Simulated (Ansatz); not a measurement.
# CAM-B3LYP/def2-TZVPPD run of SiO (SMILES O=[Si])

Aim: the electronic atomisation energy of SiO at CAM-B3LYP/def2-TZVPPD, from 3 runs. 

The calculation is run with Ansatz 0.2.0.

32 further runs of the same task are left out: 32 set aside as unsound or not needed.

## (1) The structure to begin with

SiO has 2 atoms, charge 0, and is taken as a singlet. As SMILES, `O=[Si]`. The coordinates come from a PBE0-D4/def2-TZVP relaxation.

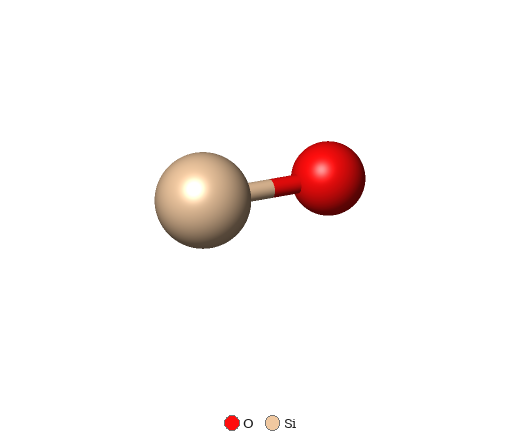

The structure, seen from a chosen angle (oxygen red, silicon light orange).

## (2) The energy at CAM-B3LYP/def2-TZVPPD

Input file input.yaml:

```yaml
crystal:
  periodic: [false, false, false]
  atoms:
    - {symbol: O, position_ang: [-0.640700, 0.231500, -0.324000]}
    - {symbol: Si, position_ang: [0.640700, -0.231500, 0.324000]}
basis:
  gaussian: {orbitals: def2-TZVPPD.json}
output: {orbitals: {seedname: orbitals}}
magnetization: {spin_polarized: false}
accuracy: high
hamiltonian: {xc: {name: CAM-B3LYP}}
```

The basis set def2-TZVPPD is read from a file made from the Basis Set Exchange's data (not shown).

Run with:

```
$ ansatz run input.yaml --threads 1 --pin off --max-ram 3480MiB --events-out events.jsonl --progress --plain --runs-dir runs
```

Standard output:

```text
Warning: RAYON_NUM_THREADS=1 ignored (pool sized by the plan → 1); use --threads N
Functional definition: CAM-B3LYP
  name "CAM-B3LYP"
  parameter alpha = 0.19
  parameter beta = 0.46
  parameter omega = 0.33/bohr
  parameter ac = 0.81
  exchange = (1 - alpha - beta)*b88_x + beta*b88_x_sr(omega) + alpha*exact_x + beta*exact_x_lr(omega)
  correlation = (1 - ac)*vwn5_c + ac*lyp_c
1168 factors; integrals over basis functions are off by at most 3.9e-9 eV
302 factors; integrals over basis functions are off by at most 2.7e-9 eV
mean field evaluation 1: about -9916.8267 eV, gradient 6.8e1 eV
mean field evaluation 2: about -9855.9168 eV, gradient 1.7e2 eV
mean field evaluation 4: about -9925.3804 eV, gradient 1.9e0 eV
mean field evaluation 8: about -9925.3840 eV, gradient 2.5e-1 eV
mean field evaluation 16: about -9925.3841 eV, gradient 9.7e-6 eV
mean field -9925.38407624 eV, -364.7511371348 hartree, gradient 1.5e-8 eV, S^2 0.000000; 0 other end points of the search recorded, 0 dependent functions left out
reference -9925.38408904 eV, -364.7511376052 hartree; 11, 11 occupied and 77, 77 virtual orbitals, 1168 factors
Total energy: -9925.38408904 eV, -364.7511376052 hartree
```

It took 2.7 s on 1 thread of Arm Neoverse V2, shared host; peak memory 0.18 GiB.

## (3) The O atom, same level

Input file run.yaml:

```yaml
crystal:
  periodic: [false, false, false]
  atoms:
    - {symbol: O, position_ang: [0.000000, 0.000000, 0.000000]}
basis:
  gaussian: {orbitals: def2-TZVPPD.json}
magnetization: {spin_polarized: true, initial_magnetization: 2}
hamiltonian: {xc: {name: CAM-B3LYP}}
accuracy: high
```

The basis set def2-TZVPPD is read from a file made from the Basis Set Exchange's data (not shown).

Run with:

```
$ ansatz run run.yaml --threads 1 --pin off --max-ram 3480MiB --events-out events.jsonl --progress --plain --runs-dir runs
```

Standard output:

```text
Warning: RAYON_NUM_THREADS=1 ignored (pool sized by the plan → 1); use --threads N
Functional definition: CAM-B3LYP
  name "CAM-B3LYP"
  parameter alpha = 0.19
  parameter beta = 0.46
  parameter omega = 0.33/bohr
  parameter ac = 0.81
  exchange = (1 - alpha - beta)*b88_x + beta*b88_x_sr(omega) + alpha*exact_x + beta*exact_x_lr(omega)
  correlation = (1 - ac)*vwn5_c + ac*lyp_c
387 factors; integrals over basis functions are off by at most 3.2e-9 eV
134 factors; integrals over basis functions are off by at most 5.0e-10 eV
mean field evaluation 1: about -2042.7376 eV, gradient 7.1e0 eV
mean field evaluation 2: about -2042.8389 eV, gradient 2.9e0 eV
mean field evaluation 4: about -2042.8665 eV, gradient 6.5e-2 eV
mean field evaluation 8: about -2042.8668 eV, gradient 1.5e-3 eV
mean field evaluation 16: about -2042.8668 eV, gradient 7.1e-8 eV
mean field -2042.86675998 eV, -75.0739687246 hartree, gradient 7.1e-8 eV, S^2 2.003902; 0 other end points of the search recorded, 0 dependent functions left out
reference -2042.86677328 eV, -75.0739692133 hartree; 5, 3 occupied and 35, 37 virtual orbitals, 387 factors
Total energy: -2042.86677328 eV, -75.0739692133 hartree
```

It took 0.64 s on 1 thread of Arm Neoverse V2, shared host.

## (4) The Si atom, same level

Input file input.yaml:

```yaml
crystal:
  periodic: [false, false, false]
  atoms:
    - {symbol: Si, position_ang: [0.000000, 0.000000, 0.000000]}
basis:
  gaussian: {orbitals: def2-TZVPPD.json}
hamiltonian: {xc: {name: CAM-B3LYP}}
accuracy: high
magnetization: {spin_polarized: true, initial_magnetization: 2}
```

The basis set def2-TZVPPD is read from a file made from the Basis Set Exchange's data (not shown).

Run the same way, it converges to -289.37706 Eh (log not shown).

## (5) Results

At CAM-B3LYP/def2-TZVPPD:

| quantity | value |
| --- | --- |
| molecule: total energy | -364.75114 Eh |
| molecule: HOMO energy | -10.24 eV |
| molecule: LUMO energy | -0.96 eV |
| molecule: HOMO–LUMO gap | 9.27 eV |
| O atom: total energy | -75.07397 Eh |
| O atom: ⟨S²⟩ | 2.004 |
| Si atom: total energy | -289.37706 Eh |
| Si atom: ⟨S²⟩ | 2.005 |
| electronic atomisation energy | 8.166 eV |

Taking the molecule apart into free atoms costs 8.17 eV (188 kcal/mol), before zero-point energy and without spin-orbit coupling.
